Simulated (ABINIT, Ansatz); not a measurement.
## SrTiO3 (Tausonite): G0W0 with ABINIT, start to end

How does a plane-wave GW calculation on SrTiO3 (Tausonite) run from the first input to the gap?

Method: PBE and many-body steps on it, plane waves, in ABINIT 10.8.3.

**The experiments to reproduce.**

- Gap 3.77 eV: direct gap (M0 critical point); spectroscopic ellipsometry, second-derivative fit; 300 K; bulk crystal (commercial single crystal) (“Optical probe of ferroelectric order in bulk and thin film perovskite titanates”, 2013, arxiv:1309.1245).

**1. The starting structure**

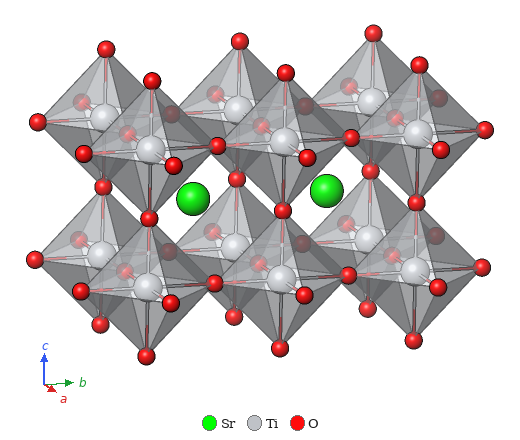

Start, viewed slightly off an axis; strontium green, titanium light grey, oxygen red. 1×2×1 cells are drawn. Some periodic images of atoms are drawn too.

The cell and positions come from the Crystallography Open Database and are kept as given unless a step says otherwise.

**2. Ground state**

This step: ABINIT 10.8.3; DFT, PBE, plane waves, norm-conserving pseudopotentials.

The ground-state density comes first.

run.abi reads:

```
acell 3*1.0 Angstrom
rprim 
  3.905280000000 0.000000000000 0.000000000000
  0.000000000000 3.905280000000 0.000000000000
  0.000000000000 0.000000000000 3.905280000000
ntypat 3
znucl 38 22 8
natom 5
typat 1 2 3 3 3
xred 
  0.500000000000 0.500000000000 0.500000000000
  0.000000000000 0.000000000000 0.000000000000
  0.500000000000 0.000000000000 0.000000000000
  0.000000000000 0.500000000000 0.000000000000
  0.000000000000 0.000000000000 0.500000000000
pp_dirpath "pseudos"
pseudos "Sr.upf, Ti.upf, O.upf"
ecut 38
ngkpt 6 6 6
nshiftk 1
shiftk 0 0 0
kptopt 1
chksymbreak 0
nband 26
occopt 1
tolvrs 1e-10
nstep 60
prtwf 0
optforces 0
optstress 0
indata_prefix "in"
outdata_prefix "out"
tmpdata_prefix "tmp"
```

Launch:

```
> OMP_NUM_THREADS=1 mpirun -n 8 abinit run.abi > log
```

Numbers of over 12 decimals in the logs are rounded to 6 here.

The program printed:

```text
.Version 10.8.3 of ABINIT. v10.8.2 released Aug 2026.

 Symmetries : space group Pm -3 m (#221); Bravais cP (primitive cubic)
================================================================================
 Values of the parameters that define the memory need of the present run
     intxc =       0    ionmov =       0      iscf =       7    lmnmax =       6
     lnmax =       6     mgfft =      45  mpssoang =       3    mqgrid =    3001
     natom =       5  nloc_mem =       1    nspden =       1   nspinor =       1
    nsppol =       1      nsym =      48    n1xccc =    2501    ntypat =       3
    occopt =       1   xclevel =       2
-    mband =          26        mffmem =           1         mkmem =           3
       mpw =        4525          nfft =       91125          nkpt =          20
================================================================================
  Rough estimation (10% accuracy) of disk space for files :
================================================================================

--------------------------------------------------------------------------------
------------- Echo of variables that govern the present computation ------------
--------------------------------------------------------------------------------
 -outvars: echo values of preprocessed input variables --------
            acell      1.8897261259E+00  1.8897261259E+00  1.8897261259E+00 Bohr

      chksymbreak           0
             ecut      3.80000000E+01 Hartree
-          fftalg         312

              ixc     -101130
              kpt      0.00000000E+00  0.00000000E+00  0.00000000E+00
                       1.66666667E-01  0.00000000E+00  0.00000000E+00
                       3.33333333E-01  0.00000000E+00  0.00000000E+00
                       5.00000000E-01  0.00000000E+00  0.00000000E+00
                       1.66666667E-01  1.66666667E-01  0.00000000E+00
                       3.33333333E-01  1.66666667E-01  0.00000000E+00
                       5.00000000E-01  1.66666667E-01  0.00000000E+00
                       3.33333333E-01  3.33333333E-01  0.00000000E+00
                       5.00000000E-01  3.33333333E-01  0.00000000E+00
   [... 9 further rows ...]
                       5.00000000E-01  5.00000000E-01  3.33333333E-01
                       5.00000000E-01  5.00000000E-01  5.00000000E-01
         kptrlatt        6    0    0      0    6    0      0    0    6
          kptrlen      4.42794579E+01
P           mkmem           3
            natom           5
            nband          26
            ngfft          45      45      45
             nkpt          20
            nstep          60
             nsym          48
           ntypat           3
              occ      2.000000  2.000000  2.000000  2.000000  2.000000  2.000000
                       2.000000  2.000000  2.000000  2.000000  2.000000  2.000000
                       2.000000  2.000000  2.000000  2.000000  2.000000  2.000000
                       2.000000  2.000000  0.000000  0.000000  0.000000  0.000000
                       0.000000  0.000000
        optforces           0
        optstress           0
            prtwf           0
            rprim      3.9052800000E+00  0.0000000000E+00  0.0000000000E+00
[...]
spgroup         221

           tolvrs      1.00000000E-10

             xred      5.0000000000E-01  5.0000000000E-01  5.0000000000E-01
[...]
znucl       38.00000   22.00000    8.00000

================================================================================

 chkinp: Checking input parameters for consistency.

================================================================================
== DATASET  1 ==================================================================
-   mpi_nproc: 8, omp_nthreads: 1 (-1 if OMP is not activated)

--- !DatasetInfo
iteration_state: {dtset: 1, }
dimensions: {natom: 5, nkpt: 20, mband: 26, nsppol: 1, nspinor: 1, nspden: 1, mpw: 4525, }
cutoff_energies: {ecut:  38.0, pawecutdg:  -1.0, }
electrons: {nelect:   4.00000000E+01, charge:   0.00000000E+00, occopt:   1.00000000E+00, tsmear:   1.00000000E-02, }

 Real(R)+Recip(G) space primitive vectors, cartesian coordinates (Bohr,Bohr^-1):
 R(1)=  7.3799096  0.0000000  0.0000000  G(1)=  0.1355030  0.0000000  0.0000000
 R(2)=  0.0000000  7.3799096  0.0000000  G(2)=  0.0000000  0.1355030  0.0000000
 R(3)=  0.0000000  0.0000000  7.3799096  G(3)=  0.0000000  0.0000000  0.1355030
 Unit cell volume ucvol=  4.0193251E+02 bohr^3
 Angles (23,13,12)=  9.00000000E+01  9.00000000E+01  9.00000000E+01 degrees

 getcut: wavevector=  0.0000  0.0000  0.0000  ngfft=  45  45  45
         ecut(hartree)=     38.000   => boxcut(ratio)=   2.14855

--- Pseudopotential description ------------------------------------------------
- Sr Generated using ONCVPSP code by D. R. Hamann
- 38.00000  10.00000  171031                  znucl, zion, pspdat
12 -101130 2 -1 1834                          pspcod,pspxc,lmax,lloc,mmax
     nproj     2     2     2
  pspatm : epsatm=   12.84204793
         --- l  ekb(1:nproj) -->
[...]
pspatm: atomic psp has been read  and splines computed

- Ti Generated using ONCVPSP code by D. R. Hamann
- 22.00000  12.00000  171031                  znucl, zion, pspdat
12 -101130 2 -1 1586                          pspcod,pspxc,lmax,lloc,mmax
     nproj     2     2     2
  pspatm : epsatm=   14.68144553
         --- l  ekb(1:nproj) -->
[...]
pspatm: atomic psp has been read  and splines computed

- O Generated using ONCVPSP code by D. R. Hamann
-  8.00000   6.00000  171031                  znucl, zion, pspdat
12 -101130 2 -1 936                           pspcod,pspxc,lmax,lloc,mmax
     nproj     2     2     1
  pspatm : epsatm=    6.19545534
         --- l  ekb(1:nproj) -->
[...]
2   -1.331955
 pspatm: atomic psp has been read  and splines computed

   1.84439438E+03                                ecore*ucvol(ha*bohr**3)
--------------------------------------------------------------------------------

_setup2: Arith. and geom. avg. npw (full set) are    4500.495    4500.470

================================================================================

--- !BeginCycle
iteration_state: {dtset: 1, }
solver: {iscf: 7, nstep: 60, nline: 4, wfoptalg: 0, }
tolerances: {tolvrs: 1.00E-10, }

     iter   Etot(hartree)      deltaE(h)  residm     vres2
 ETOT  1  -142.93984632578    -1.429E+02 1.204E-01 1.913E+03
 ETOT  2  -134.35252462204     8.587E+00 1.309E-01 3.322E+04
 ETOT  3  -143.46700343535    -9.114E+00 7.517E-02 4.465E+02
 ETOT  4  -143.48430351532    -1.730E-02 1.176E-02 2.757E+02
 ETOT  5  -143.52490314262    -4.060E-02 3.524E-03 7.963E+01
 ETOT  6  -143.53667094116    -1.177E-02 2.378E-03 2.084E+01
 ETOT  7  -143.54052405821    -3.853E-03 9.859E-03 1.503E+00
 ETOT  8  -143.54082156406    -2.975E-04 1.867E-03 1.093E-01
 ETOT  9  -143.54084400344    -2.244E-05 4.528E-03 3.528E-04
 ETOT 10  -143.54084405618    -5.273E-08 1.489E-03 1.322E-04
 ETOT 11  -143.54084407869    -2.251E-08 1.326E-03 4.309E-06
 ETOT 12  -143.54084407962    -9.357E-10 9.459E-04 1.902E-09
 ETOT 13  -143.54084407962    -2.331E-12 1.805E-03 8.134E-10
 ETOT 14  -143.54084407963    -4.633E-12 1.226E-03 2.542E-12

 At SCF step   14       vres2   =  2.54E-12 < tolvrs=  1.00E-10 =>converged.

--- !ResultsGS
iteration_state: {dtset: 1, }
comment   : Summary of ground state results
lattice_vectors:
- [  7.3799096,   0.0000000,   0.0000000, ]
- [  0.0000000,   7.3799096,   0.0000000, ]
- [  0.0000000,   0.0000000,   7.3799096, ]
lattice_lengths: [   7.37991,    7.37991,    7.37991, ]
lattice_angles: [ 90.000,  90.000,  90.000, ] # degrees, (23, 13, 12)
lattice_volume:   4.0193251E+02
convergence: {deltae: -4.633E-12, res2:  2.542E-12, residm:  1.226E-03, diffor:  0.000E+00, }
etotal    :  -1.43540844E+02
entropy   :   0.00000000E+00
fermie    :   2.54497182E-01
cartesian_stress_tensor: null
pressure_GPa: null
xred      :
- [  5.0000E-01,   5.0000E-01,   5.0000E-01, Sr]
- [  0.0000E+00,   0.0000E+00,   0.0000E+00, Ti]
- [  5.0000E-01,   0.0000E+00,   0.0000E+00,  O]
- [  0.0000E+00,   5.0000E-01,   0.0000E+00,  O]
- [  0.0000E+00,   0.0000E+00,   5.0000E-01,  O]
cartesian_forces: null
force_length_stats: {min: null, max: null, mean: null, }

 Integrated electronic density in atomic spheres:
 ------------------------------------------------
 Atom  Sphere_radius  Integrated_density
[...]
================================================================================

 ----iterations are completed or convergence reached----

 Mean square residual over all n,k,spin=   83.496E-07; max=  12.261E-04
 reduced coordinates (array xred) for    5 atoms
       0.500000000000      0.500000000000      0.500000000000
       0.000000000000      0.000000000000      0.000000000000
       0.500000000000      0.000000000000      0.000000000000
       0.000000000000      0.500000000000      0.000000000000
       0.000000000000      0.000000000000      0.500000000000
 rms dE/dt=  0.0000E+00; max dE/dt=  0.0000E+00; dE/dt below (all hartree)
    1       0.000000000000      0.000000000000      0.000000000000
    2       0.000000000000      0.000000000000      0.000000000000
    3       0.000000000000      0.000000000000      0.000000000000
    4       0.000000000000      0.000000000000      0.000000000000
    5       0.000000000000      0.000000000000      0.000000000000

 cartesian coordinates (angstrom) at end:
    1      1.952640     1.952640     1.952640
    2      0.000000     0.000000     0.000000
    3      1.952640     0.000000     0.000000
    4      0.000000     1.952640     0.000000
    5      0.000000     0.000000     1.952640
 length scales=  1.889726125908  1.889726125908  1.889726125908 bohr
              =  1.000000000000  1.000000000000  1.000000000000 angstroms
 prteigrs : about to open file out_EIG
 Fermi (or HOMO) energy (hartree) =   0.25450   Average Vxc (hartree)=  -0.42036
 Eigenvalues (hartree) for nkpt=  20  k points:
 kpt#   1, nband= 26, wtk=  0.00463, kpt=  0.0000  0.0000  0.0000 (reduced coord)
  -1.81815   -0.94790   -0.94625   -0.94625   -0.94625   -0.38343   -0.34734   -0.34734
  -0.28601   -0.28601   -0.28601    0.15118    0.15118    0.15118    0.21165    0.21165
   0.21165    0.24145    0.24145    0.24145    0.32460    0.32460    0.32460    0.41575
   0.41576    0.45510
 prteigrs : prtvol=0 or 1, do not print more k-points.

--- !EnergyTerms
iteration_state     : {dtset: 1, }
comment             : Components of total free energy in Hartree
kinetic             :  6.54542980228897E+01
hartree             :  3.02029718585664E+01
xc                  : -2.97726453297859E+01
Ewald energy        : -1.06245779347251E+02
psp_core            :  4.58881612978461E+00
local_psp           : -1.06039726698923E+02
non_local_psp       : -1.72877871490890E+00
total_energy        : -1.43540844079629E+02
total_energy_eV     : -3.90594535032491E+03
band_energy         : -1.20259377884531E+01

== END DATASET(S) ==============================================================
================================================================================

 -outvars: echo values of variables after computation  --------
           etotal     -1.4354084408E+02
            nband          26
             nkpt          20
          spgroup         221
 [... the other variables as echoed above ...]

 Calculation completed.
```

The job ended after 24 s (8 MPI ranks of Arm Neoverse V1, shared host; peak memory 0.63 GiB; 3.2 min of CPU time).

This step gave:

| Property | Result |
| --- | --- |
| total energy | -3905.9454 eV |
| gap | 1.908 eV |
| k of the valence top | 0.5, 0.5, 0.5 |
| k of the conduction bottom | 0, 0, 0 |
| least direct gap | 2.263 eV |

The gap is indirect, with the least direct gap 0.36 eV higher.

**3. Empty states on the mesh, 4×4×4 mesh, 143 bands**

The sums over transitions need many empty states on a uniform mesh; this step solves for them.

Edit run.abi of step 2 so:

```diff
@@ -18,3 +18,3 @@
 ecut 38
-ngkpt 6 6 6
+ngkpt 4 4 4
 nshiftk 1
@@ -23,9 +23,10 @@
 chksymbreak 0
-nband 26
+irdden 1
+istwfk *1
+nband 143
+prtvol 0
+optdriver 6
+gwr_task "HDIAGO"
+paral_kgb 0
 occopt 1
-tolvrs 1e-10
-nstep 60
-prtwf 0
-optforces 0
-optstress 0
 indata_prefix "in"
```

The program printed:

```text
[banner, memory and clock lines left out]
.Version 10.8.3 of ABINIT. v10.8.2 released Aug 2026.

 Symmetries : space group Pm -3 m (#221); Bravais cP (primitive cubic)
[... echo of the input left out ...]
== DATASET  1 ==================================================================
-   mpi_nproc: 8, omp_nthreads: 1 (-1 if OMP is not activated)

--- !DatasetInfo
iteration_state: {dtset: 1, }
dimensions: {natom: 5, nkpt: 10, mband: 143, nsppol: 1, nspinor: 1, nspden: 1, mpw: 4632, }
cutoff_energies: {ecut:  38.0, pawecutdg:  -1.0, }
electrons: {nelect:   4.00000000E+01, charge:   0.00000000E+00, occopt:   1.00000000E+00, tsmear:   1.00000000E-02, }

.Using double precision arithmetic; gwpc =  8

- Reading GS density from: in_DEN

--- Pseudopotential description ------------------------------------------------
- Sr Generated using ONCVPSP code by D. R. Hamann
- 38.00000  10.00000  171031                  znucl, zion, pspdat
12 -101130 2 -1 1834                          pspcod,pspxc,lmax,lloc,mmax
     nproj     2     2     2
  pspatm : epsatm=   12.84204793
         --- l  ekb(1:nproj) -->
             0    9.951127    1.027824
             1    7.382610    1.665143
             2    4.168853    0.950057
 pspatm: atomic psp has been read  and splines computed

- Ti Generated using ONCVPSP code by D. R. Hamann
- 22.00000  12.00000  171031                  znucl, zion, pspdat
12 -101130 2 -1 1586                          pspcod,pspxc,lmax,lloc,mmax
     nproj     2     2     2
  pspatm : epsatm=   14.68144553
         --- l  ekb(1:nproj) -->
[...]
pspatm: atomic psp has been read  and splines computed

- O Generated using ONCVPSP code by D. R. Hamann
-  8.00000   6.00000  171031                  znucl, zion, pspdat
12 -101130 2 -1 936                           pspcod,pspxc,lmax,lloc,mmax
     nproj     2     2     1
  pspatm : epsatm=    6.19545534
         --- l  ekb(1:nproj) -->
             0    6.056735    0.824024
             1   -4.717130   -1.149271
             2   -1.331955
 pspatm: atomic psp has been read  and splines computed

   1.84439438E+03                                ecore*ucvol(ha*bohr**3)

 Total charge density [el/Bohr^3]
)     Maximum=    1.3479E+00  at reduced coord.    0.0000    0.0000    0.9111
)     Minimum=    5.0390E-03  at reduced coord.    0.4889    0.4889    0.0000
   Integrated=    4.0000E+01

 === KS gaps after direct diagonalization ===
 Indirect band gap semiconductor
 Fundamental gap:     1.908 (eV)
   VBM:     6.925 (eV) at k: [ 5.0000E-01,  5.0000E-01,  5.0000E-01]
   CBM:     8.833 (eV) at k: [ 0.0000E+00,  0.0000E+00,  0.0000E+00]
 Direct gap:         2.263 (eV) at k: [ 0.0000E+00,  0.0000E+00,  0.0000E+00]

== END DATASET(S) ==============================================================

 -outvars: echo values of variables after computation  --------
           etotal      0.0000000000E+00
            nband         143
             nkpt          10
          spgroup         221
 [... the other variables as echoed above ...]

 Calculation completed.
```

Run time: 2.1 min. Hardware: 8 MPI ranks; peak memory 9.1 GiB; 17 min of CPU time.

This step gave:

| Property | Result |
| --- | --- |
| gap | 1.908 eV |
| k of the valence top | 0.5, 0.5, 0.5 |
| k of the conduction bottom | 0, 0, 0 |
| least direct gap | 2.263 eV |
| k points computed | 10 |
| lowest point of the top converged band, above the valence top | 77.5025 eV |

On this mesh the gap is 1.908 eV.

**4. Screening, 4×4×4 mesh, 135 bands, screening to 149.7 eV**

The RPA dielectric matrix is built and inverted for each q.

This step: RPA screening on PBE, plane waves, norm-conserving pseudopotentials.

Edit run.abi of step 3 so:

```diff
@@ -23,10 +23,11 @@
 chksymbreak 0
-irdden 1
 istwfk *1
-nband 143
-prtvol 0
-optdriver 6
-gwr_task "HDIAGO"
-paral_kgb 0
 occopt 1
+irdwfk 1
+optdriver 3
+nband 135
+ecuteps 5.5
+inclvkb 2
+awtr 1
+symchi 1
 indata_prefix "in"
```

The program printed:

```text
.Version 10.8.3 of ABINIT. v10.8.2 released Aug 2026.

 Symmetries : space group Pm -3 m (#221); Bravais cP (primitive cubic)
[... echo of the input left out ...]
== DATASET  1 ==================================================================
-   mpi_nproc: 8, omp_nthreads: 1 (-1 if OMP is not activated)

--- !DatasetInfo
iteration_state: {dtset: 1, }
dimensions: {natom: 5, nkpt: 10, mband: 135, nsppol: 1, nspinor: 1, nspden: 1, mpw: 4632, }
cutoff_energies: {ecut:  38.0, pawecutdg:  -1.0, }
electrons: {nelect:   4.00000000E+01, charge:   0.00000000E+00, occopt:   1.00000000E+00, tsmear:   1.00000000E-02, }

 SCREENING: Calculation of the susceptibility and dielectric matrices

 Based on a program developped by R.W. Godby, V. Olevano, G. Onida, and L. Reining.
 Incorporated in ABINIT by V. Olevano, G.-M. Rignanese, and M. Torrent.
.Using double precision arithmetic ; gwpc =  8

[... cell and pseudopotentials left out ...]
--------------------------------------------------------------------------------

 ==== K-mesh for the wavefunctions ====
 Number of points in the irreducible wedge :    10
[... list of points left out ...]
 Together with 48 symmetry operations and time-reversal symmetry
 yields    64 points in the full Brillouin Zone.

 ==== Q-mesh for the screening function ====
 Number of points in the irreducible wedge :    10
[... list of points left out ...]
 Together with 48 symmetry operations and time-reversal symmetry
 yields    64 points in the full Brillouin Zone.

 setmesh: FFT mesh size selected  =    27x   27x   27
          total number of points  =        19683

 vcoul_init : cutoff-mode = AUXILIARY_FUNCTION
 q-points for optical limit:   1
     1)      0.000010    0.000020    0.000030

- screening: taking advantage of time-reversal symmetry
- Maximum band index for partially occupied states nbvw = 20
- Remaining bands to be divided among processors   nbcw = 115
- Number of bands treated by each node ~14

 Number of electrons calculated from density =   40.0000; Expected =   40.0000
 average of density, n =  0.099519
 r_s =    1.3387
 omega_plasma =   30.4305 [eV]

 calculating chi0 at frequencies [eV] :
  1    0.000000E+00    0.000000E+00
  2    0.000000E+00    3.043050E+01

--------------------------------------------------------------------------------
  q-point number  1        q = ( 0.000000, 0.000000, 0.000000) [r.l.u.]
--------------------------------------------------------------------------------
[... chi0 elements left out ...]
 For q-point:  0.000010 0.000020 0.000030
  dielectric constant =   6.4019
  dielectric constant without local fields =   6.7713

  Average fulfillment of the sum rule on Im[epsilon] for q-point    1 :     66.37  [%]
[... wings left out ...]
  q-point number  2        q = ( 0.250000, 0.000000, 0.000000) [r.l.u.]
--------------------------------------------------------------------------------
[... chi0 elements left out ...]
  Average fulfillment of the sum rule on Im[epsilon] for q-point    2 :     76.89  [%]

 [... 8 further q-points ...]
```

The job ended after 45 s (8 MPI ranks; peak memory 1.9 GiB; 6 min of CPU time).

This step gave:

```yaml
eps_infinity_with_local_fields_on_this_mesh_along_the_program_s_q_direction: 6.402
the_same_without_local_fields: 6.771
plasma_frequency: 30.43 eV
plane_waves_in_the_screening_matrix: 251
```

Local fields lower ε∞ by 5 %. On a Γ-centred mesh this coarse the value itself is usually too large, while a short band sum pulls it down.

(Part 1 of 2 ends here.)

[Paths, hosts, dates, memory and timing lines, banners, echoed tables and standing remarks are left out of the program output.]

[Logs are printed without paths, hosts, clocks, repeated set-up lines and the standing remarks that a program may print on its own settings, such as how far it seeks lower states.]

[Runs of the session that timed out or met a known fault of the program may be left out.]

[Hosts, paths, dates, database ids (printed as entryN), source tags and the programs' standing remarks are cut or masked in the printed files.]

[G0W0 gaps are taken among the corrected bands and points alone; a level outside them can change the order at an edge.]

[Where Ansatz stands beside ABINIT at settings called matched, ABINIT's density can come from a denser mesh and the files from another edition; pairs whose starting gaps differed by over 0.03 eV were left out, so agreement reads better than it is.]
